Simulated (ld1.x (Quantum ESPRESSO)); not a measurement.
Br: pseudopotential generation (part 2 of 2)

Continued. System: bromine (Br, Z = 35), core [Ar] 3d10, reference valence 4s2 4p4 (an ion of charge +1), valence charge 7. Method: TM potential, PBE, scalar-relativistic, made with ld1.x (Quantum ESPRESSO) 7.5.

## Output of the test run (extracts), continued
```
     ---------------------- Testing the pseudopotential ----------------------

     Br
     scalar relativistic calculation

     atomic number is 35.00   valence charge is  7.00
     dft =PBE   lsd =0 sic =0 latt =0  beta=0.20 tr2=1.0E-14
     mesh =1213 r(mesh) =  98.95369 xmin = -7.00 dx = 0.01250

     n l     nl             e AE (Ry)        e PS (Ry)    De AE-PS (Ry)
     1 0     4S   1( 2.00)       -1.27532       -1.27463       -0.00069
     2 1     4P   1( 5.30)       -0.38640       -0.38613       -0.00027

     eps = 1.0E-15  iter =  9

     Etot =   -5212.973845 Ry,   -2606.486922 Ha,  -70926.122387 eV
     Etotps =   -94.420230 Ry,     -47.210115 Ha,   -1284.652678 eV
     dEtot_ae =      -1.067009 Ry
     dEtot_ps =      -1.066918 Ry,   Delta E=      -0.000091 Ry

     Ekin =       9.084702 Ry,       4.542351 Ha,     123.603666 eV
     Encl =     -54.544191 Ry,     -27.272096 Ha,    -742.111525 eV
     Ehrt =      23.830897 Ry,      11.915448 Ha,     324.235865 eV
     Ecxc =     -73.698005 Ry,     -36.849002 Ha,   -1002.712437 eV
     (Ecc =     -67.264474 Ry,     -33.632237 Ha,    -915.179790 eV)
     Epseu=       0.906367 Ry,       0.453184 Ha,      12.331754 eV

     ---------------------- End of pseudopotential test ----------------------

     ---------------------- Testing the pseudopotential ----------------------

     Br
     scalar relativistic calculation

     atomic number is 35.00   valence charge is  7.00
     dft =PBE   lsd =0 sic =0 latt =0  beta=0.20 tr2=1.0E-14
     mesh =1213 r(mesh) =  98.95369 xmin = -7.00 dx = 0.01250

     n l     nl             e AE (Ry)        e PS (Ry)    De AE-PS (Ry)
     1 0     4S   1( 1.00)       -2.29409       -2.29724        0.00316
     2 1     4P   1( 5.00)       -1.33246       -1.33308        0.00062

     eps = 1.7E-15  iter =  7

     Etot =   -5210.951055 Ry,   -2605.475528 Ha,  -70898.600937 eV
     Etotps =   -92.396242 Ry,     -46.198121 Ha,   -1257.114913 eV
     dEtot_ae =       0.955781 Ry
     dEtot_ps =       0.957070 Ry,   Delta E=      -0.001290 Ry

     Ekin =       8.899807 Ry,       4.449904 Ha,     121.088047 eV
     Encl =     -46.314735 Ry,     -23.157368 Ha,    -630.144076 eV
     Ehrt =      17.190674 Ry,       8.595337 Ha,     233.891034 eV
     Ecxc =     -72.673213 Ry,     -36.336607 Ha,    -988.769437 eV
     (Ecc =     -67.264474 Ry,     -33.632237 Ha,    -915.179790 eV)
     Epseu=       0.501225 Ry,       0.250613 Ha,       6.819518 eV

     ---------------------- End of pseudopotential test ----------------------

     ---------------------- Testing the pseudopotential ----------------------

     Br
     scalar relativistic calculation

     atomic number is 35.00   valence charge is  7.00
     dft =PBE   lsd =0 sic =0 latt =0  beta=0.20 tr2=1.0E-14
     mesh =1213 r(mesh) =  98.95369 xmin = -7.00 dx = 0.01250

     n l     nl             e AE (Ry)        e PS (Ry)    De AE-PS (Ry)
     1 0     4S   1( 2.00)       -4.94764       -4.95784        0.01021  !
     2 1     4P   1( 1.00)       -3.84312       -3.84999        0.00687  !

     eps = 1.7E-17  iter =  8

     Etot =   -5204.353576 Ry,   -2602.176788 Ha,  -70808.837653 eV
     Etotps =   -85.791464 Ry,     -42.895732 Ha,   -1167.252331 eV
     dEtot_ae =       7.553260 Ry
     dEtot_ps =       7.561848 Ry,   Delta E=      -0.008588 Ry

     Ekin =       5.023816 Ry,       2.511908 Ha,      68.352504 eV
     Encl =     -26.738846 Ry,     -13.369423 Ha,    -363.800529 eV
     Ehrt =       5.139963 Ry,       2.569981 Ha,      69.932754 eV
     Ecxc =     -70.432108 Ry,     -35.216054 Ha,    -958.277648 eV
     (Ecc =     -67.264474 Ry,     -33.632237 Ha,    -915.179790 eV)
     Epseu=       1.215711 Ry,       0.607855 Ha,      16.540588 eV

     ---------------------- End of pseudopotential test ----------------------
```

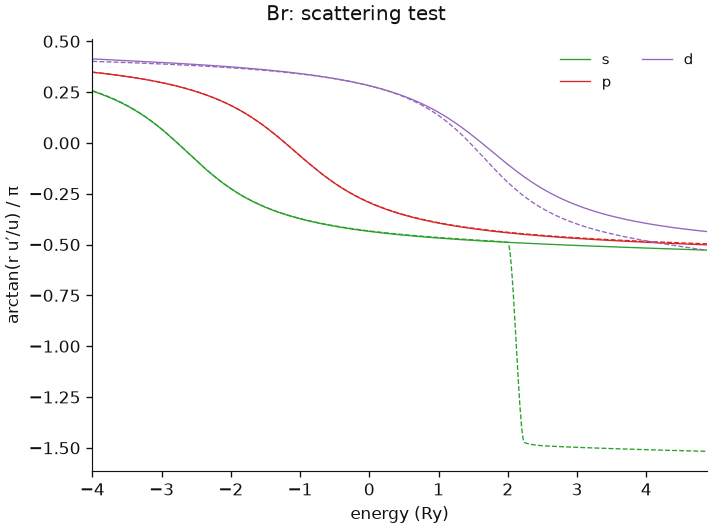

Unwrapped phase arctan(r u′/u) in units of π against energy, all-electron (solid) and pseudo (dashed); the pseudo phase is matched to the all-electron one at the reference energy. Here u = r R(r). A near-vertical step is a level narrower than the spacing of the points behind the curves.

- Range over which the phases agree within 0.05 rad: s: up to about 2.1 Ry; p: over the whole range drawn; d: up to about 1.0 Ry.
- Ghost states: Going away from the reference energies, the phases part by more than π/2 in: s at about 2.1 Ry (above its reference energy, pseudo phase lower). Such a step is either a state that only one of the two atoms has or an ordinary level shifted in energy. The separate test gives: ghost state below the valence levels: p at -252193.8 eV. The bound ghosts lie below the range of the plot.

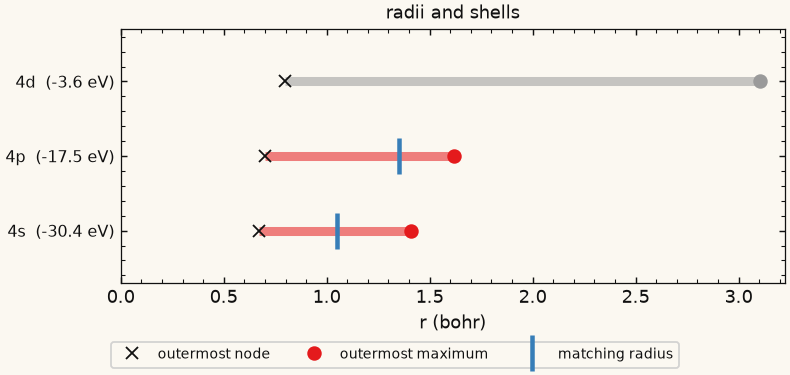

Outer shells of the all-electron reference atom: each bar runs from the outermost node (or the nucleus) to the outermost maximum of u(r); the tick is the radius chosen for the pseudo-wave. Shells without a tick have no pseudo-wave of their own. Levels, nodes and maxima are from ld1.x, scalar-relativistic.

- Radii against the shells: 4s: 1.05 bohr, between node and maximum; 4p: 1.35 bohr, between node and maximum.

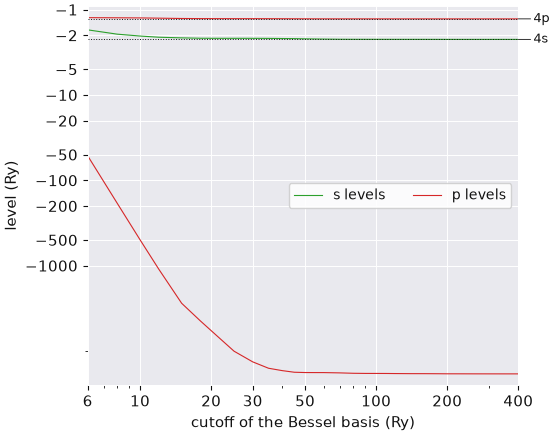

The pseudo-atom Hamiltonian at the reference potential is diagonalised in spherical Bessel functions (20 bohr box) up to the cutoff. Curves: the lowest levels of each channel that holds a bound state. Dotted lines: the all-electron valence levels.

- Ghost states: ghost state below the valence levels: p at -252193.8 eV. A ghost is a state of the pseudo-atom that lies below a valence level of its channel, or is bound in a channel without one, and matches no all-electron valence level; bound levels above the valence ones can be real empty states. In Ry: p -18535.90.
- Onset of the ghost: the lowest p curve lies clearly below the lowest valence level of its channel already at the lowest cutoff, 6 Ry, and ends at -18535.90 Ry.
- All-electron valence levels: 4s: -2.23 Ry; 4p: -1.28 Ry.

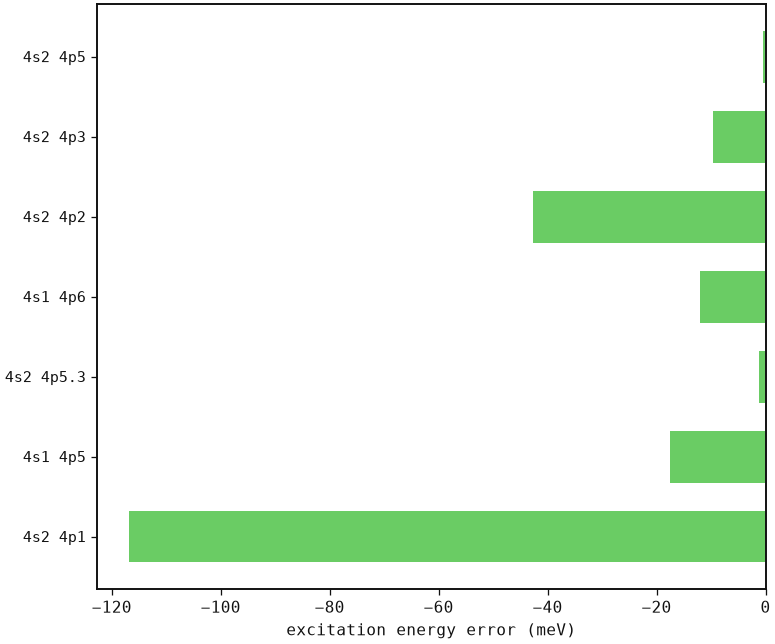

Errors, all-electron minus pseudo, of the energies of valence configurations relative to the unpolarised reference 4s2 4p4.

- Worst configuration: 4s2 4p1 (charge +4): the error is -117 meV on an all-electron energy of +102.77 eV relative to the reference, or 0.11 %.
- Errors in meV: 4s2 4p5: -0.5; 4s2 4p3: -9.7; 4s2 4p2: -43; 4s1 4p6: -12; 4s2 4p5.3: -1.2; 4s1 4p5: -18; 4s2 4p1: -117.
- Configurations within 10 meV and within 50 meV: 3 and 6 of 7. The potential isn't sound: its ghost test gives ghost state below the valence levels: p at -252193.8 eV.

Outcome of the run: generated, with a ghost state.
